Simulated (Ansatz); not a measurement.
```tsv
atom	x (Å)	y (Å)	z (Å)
Si	-1.1056	-1.2200	-0.1033
H	1.2733	3.0605	1.0932
H	-2.5381	-1.5959	-0.2303
H	-0.2566	-2.3544	0.3181
N	-1.0471	0.0567	1.0125
H	1.2466	-0.1539	-0.9794
O	-0.4811	-0.8782	-1.6134
H	1.4867	2.4465	0.7215
O	1.8253	0.1743	-0.2757
H	-1.8451	0.6297	1.2227
H	-0.1685	0.4971	1.2387
H	-0.9687	-0.2433	-2.1419
H	2.5790	-0.4189	-0.2626
```

The product side of a reaction path; geometry: PBE0-D4/def2-TZVP.

All numbers below come from RKS PBE0-D4/def2-TZVPP (Ansatz).

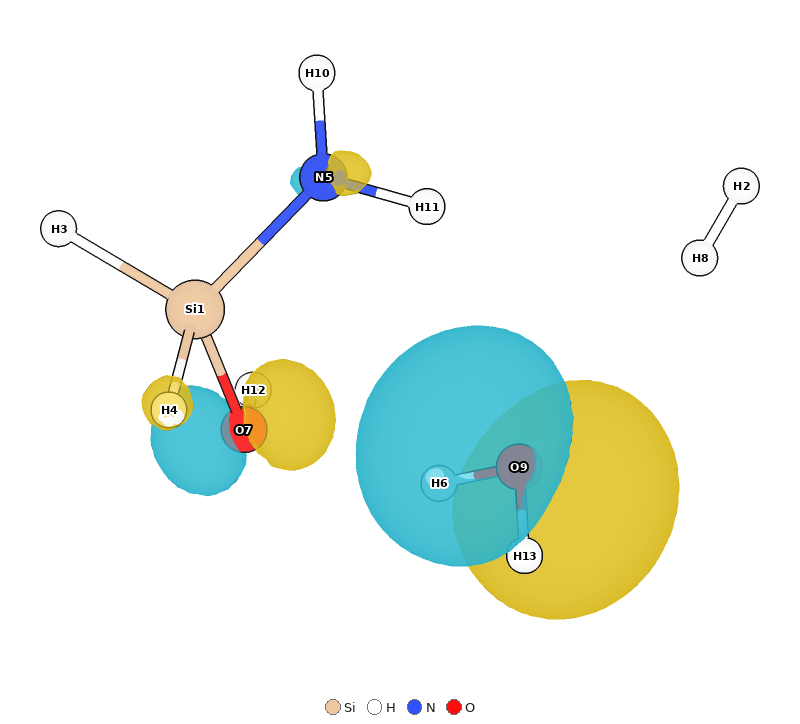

H$_{5}$NOSi···H$_{2}$···H$_{2}$O. The HOMO−1 at ±0.1 Å⁻³ᐟ² (yellow and cyan are the two phases), seen across its widest extent.

### Where does this orbital lie, and at what energy?

By Hirshfeld shares it lies mainly on O9 (about 80 %); largely a lone pair of O9. Its energy is −8.83 eV.
